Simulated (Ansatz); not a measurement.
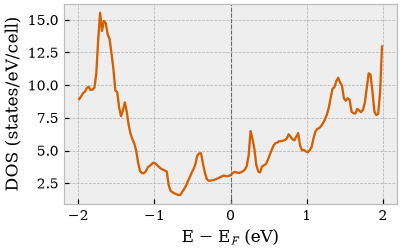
Fig. 1. Density of states of TaTe4 (P4/mcc) near the Fermi level, PBEsol, rigid bands in Ansatz (a first-principles code).

Task: With 10 atoms a cell, what bare Sommerfeld coefficient γ = (π²/3) k_B² N(E_F) follows?

Result: N(E_F) ≈ 3.2 states/eV a cell at 300 K, so γ ≈ 0.74 mJ/(mol of atoms·K²), before electron-phonon enhancement.

Task: How far does the Fermi level move in a rigid band for 0.1 electron a cell added or removed?

Result: 31 meV and -32 meV.

A metal at this level (no band gap); rigid bands, thermally averaged at 300 K, both spins. Spin-orbit coupling is left out, which matters with elements this heavy. Geometry: cell and atoms relaxed with PBEsol.

Computed structure, not matched to a measured one here, so possibly hypothetical: TaTe4 (P4/mcc).
